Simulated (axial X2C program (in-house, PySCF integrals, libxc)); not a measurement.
## ClSi⁺: relativistic diatomic calculation

ClSi⁺, single determinant with Ω = 0. Computed at this level: PBEsol, two-component X2C with atomic mean-field Coulomb and Gaunt terms, Cl dyall-av3z, Si dyall-v3z (cores contracted) (axial X2C program (in-house, PySCF integrals, libxc)).

Log:
```
two-component X2C + atomic mean field  PBEsol
basis functions 108  fitting functions 607  grid points 4357
iter        total energy     max residual
   1       -749.797240129     1.60e-01
   2       -749.799438733     1.26e-02
   3       -749.800558700     2.53e-02
   4       -749.800859200     6.83e-03
   5       -749.800883159     1.02e-03
   6       -749.800884004     5.75e-04
   7       -749.800884207     1.00e-04
   8       -749.800884226     9.47e-05
   9       -749.800884230     3.03e-06
converged
one-electron -1157.28328670  Coulomb 391.14887426  exact exchange 0.00000000  xc functional -47.45257041  nuclear repulsion 63.89861806  atomic mean-field constant -0.11251945
```

The points of the curve:

| R (Å) | E (hartree) | dipole (D; origin at the first atom, positive when the second is positive) | highest filled (eV) | lowest empty (eV) |
| --- | --- | --- | --- | --- |
| 1.715 | −749.754573 | 5.25 | −14.58 | −9.92 |
| 1.794 | −749.781053 | 5.90 | −14.74 | −10.10 |
| 1.853 | −749.792603 | 6.40 | −14.84 | −10.23 |
| 1.912 | −749.798807 | 6.90 | −14.93 | −10.36 |
| 1.971 | −749.800884 | 7.40 | −14.99 | −10.48 |
| 2.040 | −749.799379 | 7.98 | −15.04 | −10.61 |
| 2.109 | −749.794751 | 8.55 | −15.04 | −10.74 |
| 2.198 | −749.785637 | 9.28 | −14.68 | −10.90 |
| 2.306 | −749.771468 | 10.13 | −14.28 | −11.07 |
| 2.464 | −749.748064 | 11.31 | −13.79 | −11.29 |

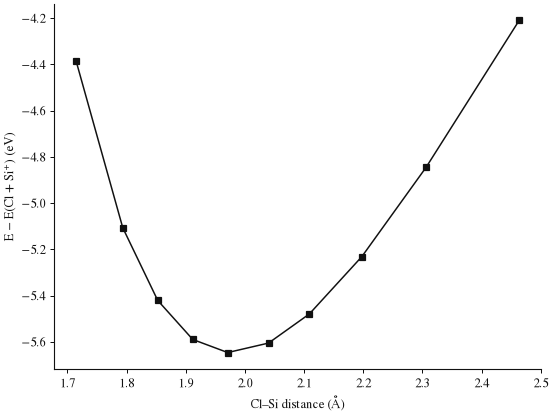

*Energy at 10 bond lengths, for one set of occupations held fixed; the line joins the points.*

A polynomial of degree 6 through 9 points gives rₑ = 1.978 Å, ωₑ = 643.3 cm⁻¹, ωₑxₑ = 2.2 cm⁻¹ and Bₑ = 0.2773 cm⁻¹. The minimum lies 5.65 eV below Cl + Si⁺, each computed as one determinant at the same level.

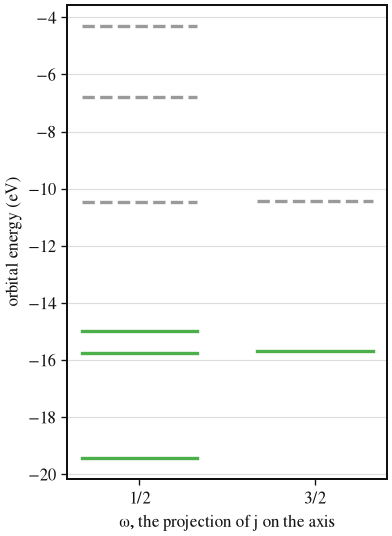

*Orbital energies near the frontier at 1.97 Å, filled (solid) and empty (dashed); the Kramers partners at −ω are degenerate and not drawn.*

The highest filled spinor (1/2; 31 % Si s, 30 % Cl p) lies at −14.99 eV, the lowest empty one (1/2; 73 % Si p, 11 % Cl p) at −10.48 eV.

Input file:
```
{"zs": [17, 14], "q": 1, "bas": ["dyall-av3z", "dyall-v3z"], "levels": ["PBE0", "HF", "PBEsol"], "cc": true, "r0": 2.15, "thr": -2.0, "nmax": 90, "npts": 10, "nst": 2, "ntry": 6}
```

The line is the task of a batch: nuclear charges, charge, bases, the levels to run, a first guess of the distance and further settings. This report covers PBEsol with spin-orbit coupling. The log is that of the reference distance 1.971 Å.

Launched within a batch (the task file carries these settings):
```bash
python <driver script> task.json out
```

Key numbers:

- outcome: converged
- bond length rₑ: 1.978 Å
- ωₑ: 643.3 cm⁻¹
- energy at the minimum: −749.80090 hartree
- depth below the fragments: 5.65 eV
- hardware: 1 thread of AMD EPYC (Zen 5), 16 GiB of memory available, shared host
- wall time: 1.2 s
- peak memory: 0.56 GiB
